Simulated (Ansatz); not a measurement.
Consider MgSn$_{2}$Se$_{3}$.

```
CELL_PARAMETERS angstrom
4.10149 0.00000 0.00000
-2.05074 3.55199 0.00000
0.00000 0.00000 10.11232
ATOMIC_POSITIONS crystal
Mg 0.00000 0.00000 0.00000
Sn 0.33333 0.66667 0.67432
Sn 0.66667 0.33333 0.32568
Se 0.33333 0.66667 0.14464
Se 0.66667 0.33333 0.85536
Se 0.00000 0.00000 0.50000
```

Space group P-3m1; a structure from a database of computed crystals, not necessarily the ambient phase; started from the CaSm2S3-164 prototype, which need not be the ambient phase.

Method: Ansatz, DFT, PBEsol, plane waves, PAW.

Q: What will maps of the valence pseudo-density and electron localisation function show?

A: Mg–Se (2.78 Å): the density is about 0.24 e/Å³ at the midpoint; the ELF is about 0.75 at the midpoint (a closed-shell, largely ionic contact).
Sn–Se (2.95 Å): ρ at the midpoint is about 0.25 e/Å³; the ELF is about 0.40 at the midpoint.

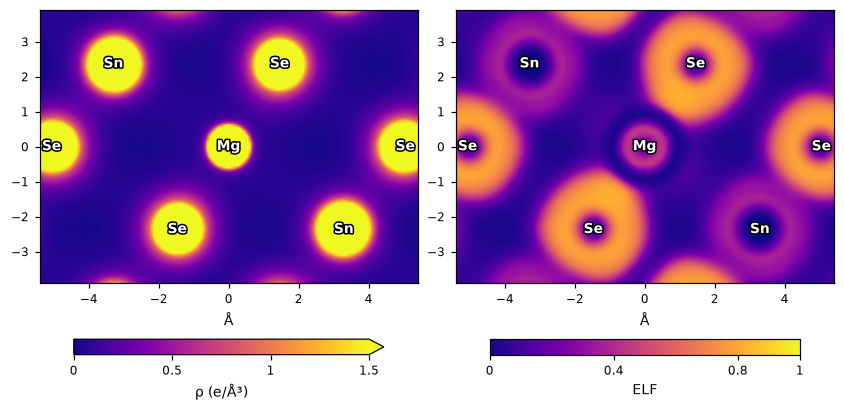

Computed valence pseudo-density and electron localisation function on the (110) plane of the conventional cell, in this order. 
